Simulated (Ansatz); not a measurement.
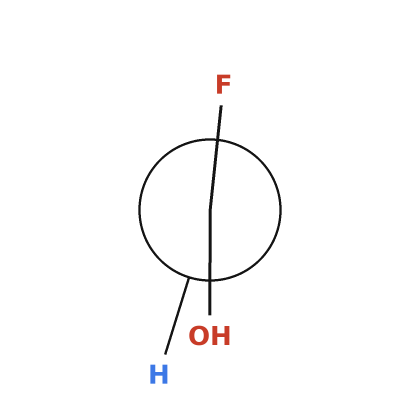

A Newman projection along the B–O bond, boron in front; angles are drawn as computed, but eclipsed bonds slightly apart. Geometry: atoms displaced at random (about 0.12 Å) from a stationary point of PBE0-D4.

Which molecule is it?

BFH2O2, OB(O)F

What is the torsion angle from the front F to the back H? The sign is positive where the front bond must turn clockwise to cover the back bond.

−169°, antiperiplanar (anti).
